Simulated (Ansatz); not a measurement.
**UPBE0/STO-3G run of SF (Monosulfur monofluoride)**

What is the electronic atomisation energy of SF (Monosulfur monofluoride) at UPBE0/STO-3G? 

Program for the calculation: Ansatz 0.2.0.

38 further runs of the same task are left out: 8 that didn't finish, 30 set aside as unsound or not needed.

## 1. The structure to begin with

SF: 2 atoms, total charge 0, spin state doublet. As SMILES, `F[S]`. The coordinates come from a GFN2-xTB relaxation.

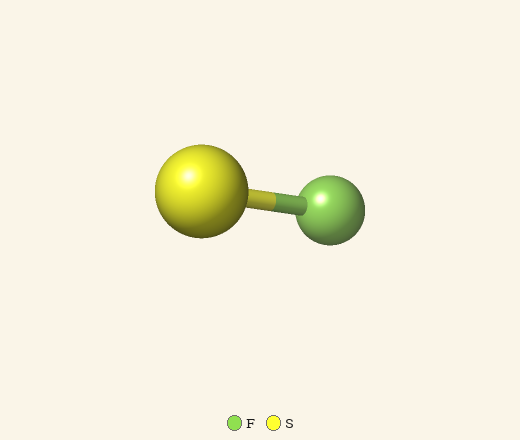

Viewed from a chosen angle; fluorine green, sulfur yellow.

## 2. The energy at UPBE0/STO-3G

The input, run.yaml:

```yaml
crystal:
  periodic: [false, false, false]
  atoms:
    - {symbol: F, position_ang: [0.000000, 0.000000, 0.000000]}
    - {symbol: S, position_ang: [0.000000, 0.000000, 1.626530]}
basis:
  gaussian: {orbitals: STO-3G}
magnetization: {spin_polarized: true, initial_magnetization: 1}
hamiltonian: {xc: {name: PBE0}}
accuracy: high
```

Started as:

```bash
ansatz run run.yaml --threads 1 --pin off --max-ram 2610MiB --events-out events.jsonl --progress --plain --runs-dir runs
```

Standard output:

```text
Warning: RAYON_NUM_THREADS=1 ignored (pool sized by the plan → 1); use --threads N
Functional definition: PBE0
  name "PBE0"
  parameter a = 0.25
  parameter kappa = 0.804
  parameter beta = 0.06672455060314922
  exchange = (1 - a)*pbe_x(kappa = kappa, mu = beta*pi^2/3) + a*exact_x
  correlation = pbe_c(beta = beta)
224 factors; integrals over basis functions are off by at most 3.0e-8 eV
mean field evaluation 1: about -13384.6295 eV, gradient 3.5e0 eV
mean field evaluation 2: about -13384.7415 eV, gradient 5.2e-1 eV
mean field evaluation 4: about -13384.7464 eV, gradient 2.8e-1 eV
mean field evaluation 8: about -13384.7547 eV, gradient 2.4e-3 eV
mean field evaluation 16: about -13384.7547 eV, gradient 3.0e-8 eV
mean field -13384.75466548 eV, -491.8806614438 hartree, gradient 3.0e-8 eV, S^2 0.750411; 0 other end points of the search recorded, 0 dependent functions left out
reference -13384.75466615 eV, -491.8806614685 hartree; 13, 12 occupied and 1, 2 virtual orbitals, 224 factors
Total energy: -13384.75466615 eV, -491.8806614685 hartree
```

Wall time 0.86 s (1 thread of Arm Neoverse V1, shared host); peak memory 0.099 GiB.

## 3. The F atom at the same level

The input, in.yaml:

```yaml
crystal:
  periodic: [false, false, false]
  atoms:
    - {symbol: F, position_ang: [0.000000, 0.000000, 0.000000]}
basis:
  gaussian:
    orbitals: STO-3G
magnetization:
  spin_polarized: true
  initial_magnetization: 1
hamiltonian:
  xc: pbe0
accuracy: high
```

Started as:

```bash
ansatz run in.yaml --threads 1 --pin off --max-ram 2610MiB --events-out events.jsonl --progress --plain --runs-dir runs
```

Standard output:

```text
Warning: RAYON_NUM_THREADS=1 ignored (pool sized by the plan → 1); use --threads N
Functional definition: PBE0
  name "PBE0"
  parameter a = 0.25
  parameter kappa = 0.804
  parameter beta = 0.06672455060314922
  exchange = (1 - a)*pbe_x(kappa = kappa, mu = beta*pi^2/3) + a*exact_x
  correlation = pbe_c(beta = beta)
15 factors; integrals over basis functions are off by at most 1.2e-9 eV
mean field evaluation 1: about -2672.2343 eV, gradient 4.0e-13 eV
mean field evaluation 2: about -2672.2350 eV, gradient 4.3e-12 eV
mean field -2672.23498369 eV, -98.2028243448 hartree, gradient 0.0e0 eV, S^2 0.750000; 0 other end points of the search recorded, 0 dependent functions left out
reference -2672.23498392 eV, -98.2028243531 hartree; 5, 4 occupied and 0, 1 virtual orbitals, 15 factors
Total energy: -2672.23498392 eV, -98.2028243531 hartree
```

Wall time 0.16 s (1 thread of Arm Neoverse V1, shared host).

## 4. The S atom at the same level

The input, molecule.yaml:

```yaml
basis:
  gaussian:
    orbitals: STO-3G
crystal:
  periodic: [false, false, false]
  atoms:
    - symbol: S
      position_ang: [0.000000, 0.000000, 0.000000]
hamiltonian:
  xc: pbe0
magnetization:
  spin_polarized: true
  initial_magnetization: 2
accuracy: high
```

Run the same way, it converges to -393.54590 Eh (log not shown).

## 5. Results

At UPBE0/STO-3G:

| quantity | value |
| --- | --- |
| molecule: total energy | -491.88066 Eh |
| molecule: ⟨S²⟩ | 0.750 |
| F atom: total energy | -98.20282 Eh |
| F atom: ⟨S²⟩ | 0.750 |
| S atom: total energy | -393.54590 Eh |
| S atom: ⟨S²⟩ | 2.000 |
| electronic atomisation energy | 3.590 eV |

In words: Taking the molecule apart into free atoms costs 3.59 eV (83 kcal/mol), before zero-point energy and without spin-orbit coupling. In a minimal basis such a difference can be off by several eV, whatever the method.
